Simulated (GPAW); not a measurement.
The O K edge of atom 3 in MnO2 (Pyrolusite, P4_2/mnm), with 2 Mn at 1.88 Å and 1 Mn at 1.90 Å (distorted trigonal planar, site symmetry m2m), was computed in 2 ways: excited-electron core hole (neutral cell) and half core hole. Program and functional: GPAW, LDA, Gaussian full width 0.9 eV up to 4 eV, rising linearly to 3.5 eV at 25 eV; cells of 12 atoms.

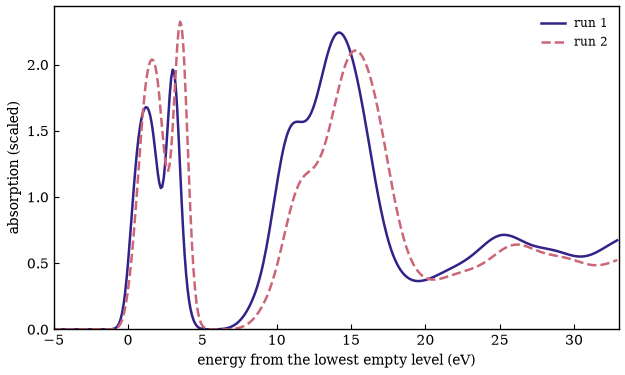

Each run is counted from its own lowest empty level or Fermi level and scaled to a mean of 1 over its first 20 eV.

Which run is which?

Run 1: excited-electron core hole (neutral cell) (area from −2 to 6 eV 5.5, main maxima 1.2 eV (1.68), 3.0 eV (1.96) and 14.2 eV (2.24)). Run 2: half core hole (area from −2 to 6 eV 6.8, main maxima 1.6 eV (2.04), 3.5 eV (2.32) and 15.3 eV (2.11)). 

[Hosts, paths, dates, database ids (printed as entryN), source tags and the programs' standing remarks are cut or masked in the printed files.]

[Lists of maxima count a maximum above −3 eV only where it reaches 4 % of the highest in the window and stands out from its surroundings by 2 % of it (1.5 % where it reaches 55 %); shoulders and weaker maxima are passed over, and of the rest the first, up to two pre-edge ones and the few strongest are named.]
